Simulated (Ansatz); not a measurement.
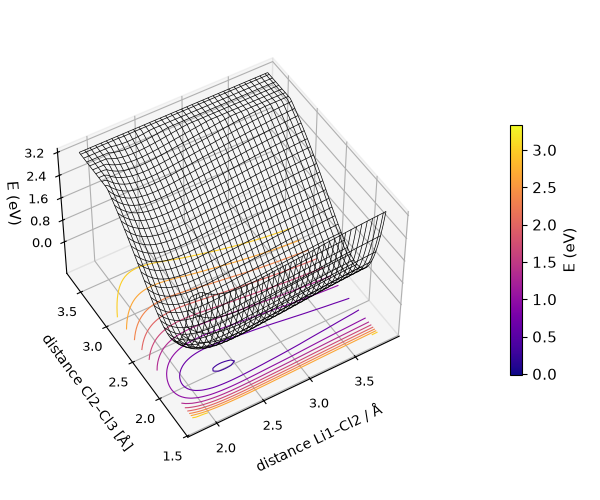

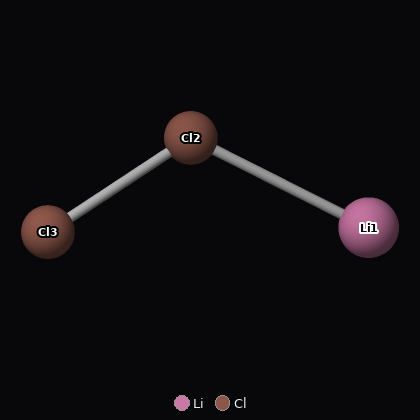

Energy landscape of the system Li⁺ + Cl₂. 
- The first coordinate is: distance Li1–Cl2; the second: distance Cl2–Cl3.
- Nothing is relaxed (the angle Li1–Cl2–Cl3 is fixed at 120 degrees).
- The grid has 17 × 17 points.
- All energies are given in eV relative to the lowest grid point.
- The reference is spin-restricted, so regions where a bond is pulled apart into radicals lie too high.
- Theory: Ansatz 0.2.0, RKS PBE0-D4/def2-SVPD.

The picture shows a relief with its contours projected below, any walls above the top of the colour scale cut off. Between grid points the surface is interpolated. The second picture is the structure at the lowest point.

> Describe this landscape.

The lowest grid point is at distance Li1–Cl2 = 2.399 Å, distance Cl2–Cl3 = 2.073 Å. It is the only kind of minimum in the scanned range. The highest grid point, distance Li1–Cl2 = 1.840 Å, distance Cl2–Cl3 = 3.632 Å, lies 4.05 eV above the lowest.

The values on the grid:

```
distance Cl2–Cl3 ↓, distance Li1–Cl2 →  1.840  1.974  2.170  2.399  2.652  2.926  3.216  3.521  3.840
                                 3.471   3.88   3.46   3.21   3.19   3.29   3.41   3.54   3.64   3.72
                                 3.159   3.42   2.99   2.73   2.70   2.79   2.90   3.01   3.11   3.19
                                 2.861   2.77   2.34   2.07   2.02   2.10   2.20   2.30   2.40   2.47
                                 2.579   1.99   1.55   1.27   1.22   1.28   1.37   1.47   1.55   1.62
                                 2.315   1.24   0.80   0.51   0.45   0.50   0.58   0.67   0.75   0.82
                                 2.073   0.82   0.37   0.07   0.00   0.05   0.12   0.21   0.29   0.35
                                 1.859   1.17   0.71   0.40   0.33   0.38   0.44   0.53   0.61   0.68
                                 1.686   2.75   2.29   1.99   1.91   1.95   2.02   2.11   2.19   2.26
```

The table holds every second grid line.

The input of one point:

```yaml
crystal:
  periodic: [false, false, false]
  atoms:
    - { symbol: Li, position_ang: [-2.399, 0.0, 0.0] }
    - { symbol: Cl, position_ang: [0.0, 0.0, 0.0] }
    - { symbol: Cl, position_ang: [1.0365, 1.795271, 0.0] }
total_charge: 1
basis:
  gaussian: { orbitals: def2-SVPD }
hamiltonian:
  xc: pbe0
  dispersion: d4
output:
  forces: true
```

Each point was launched as `ansatz run input.yaml --threads 1 --pin off --max-ram 2560MiB --backend cpu --events-out ev --progress --plain --runs-dir out`. Time for the 289 points that were run: 12 min on 1 thread of Arm Neoverse V1, on a shared host.
